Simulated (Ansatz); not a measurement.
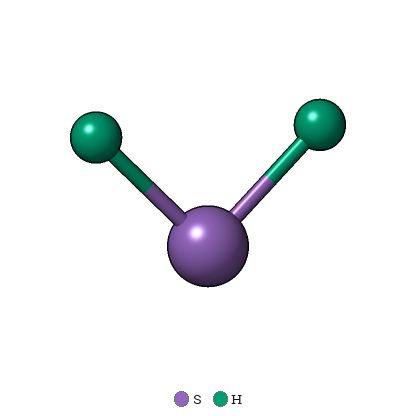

Rendered structure (ball-and-stick style).

Question: What is the molecular formula?

Answer: H2S, 3 atoms: 2 hydrogen and 1 sulfur.

Question: Count the bonded pairs by element.

Answer: 2 S–H. Sticks follow a distance rule.

Question: What is the point group of this geometry?

Answer: C2v.

More results for the same structure follow; atom numbers are the same in all pictures, views and colours differ. Computed geometry: PBE0-D4/def2-TZVP optimisation.

Geometry

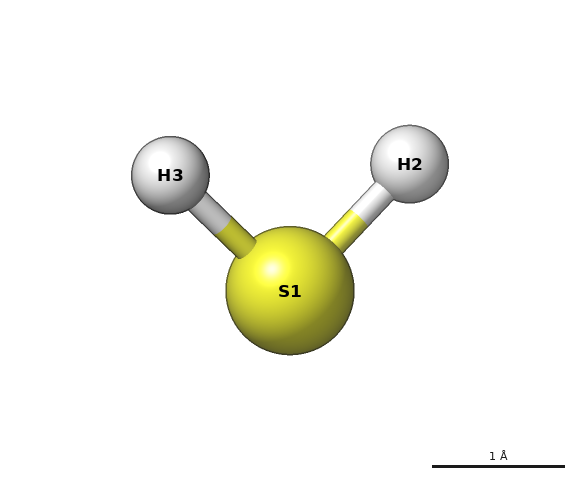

Numbered structure.

Give the bond lengths.

| bond | length (Å) |
| --- | --- |
| S1–H2 | 1.341 |
| S1–H3 | 1.341 |

Electronic properties

Properties computed with RKS PBE0-D4/def2-TZVP (Ansatz 0.2.0).

Question: Estimate the harmonic zero-point energy.

Answer: 39.9 kJ/mol.

Question: Estimate the dipole moment.

Answer: 1.16 D.

Vibrations

Harmonic vibrations computed with RKS PBE0-D4/def2-TZVP (Ansatz 0.2.0) at a stationary point of the same level.

Question: List the wavenumbers.

Answer: 3 modes: 1209, 2724, 2740 cm⁻¹.

Charges

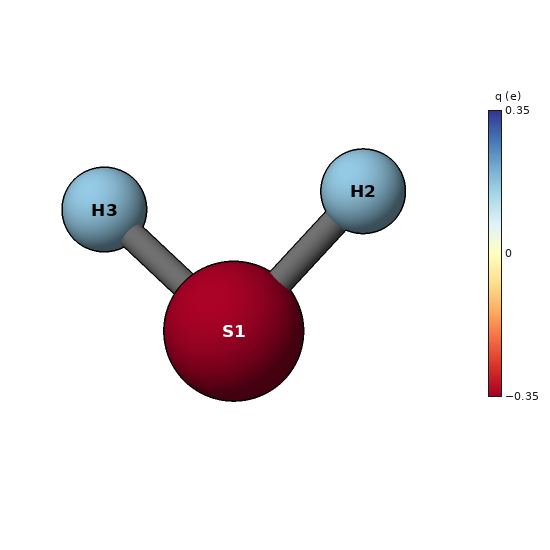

Atoms are coloured by their Mulliken charges. Properties computed with RKS PBE0-D4/def2-TZVP (Ansatz 0.2.0).

List the Mulliken charges.

```tsv
atom	value (e)
S1	−0.35
H2	0.17
H3	0.17
```

Mulliken values depend strongly on the basis set and can even reverse the polarity of a bond.
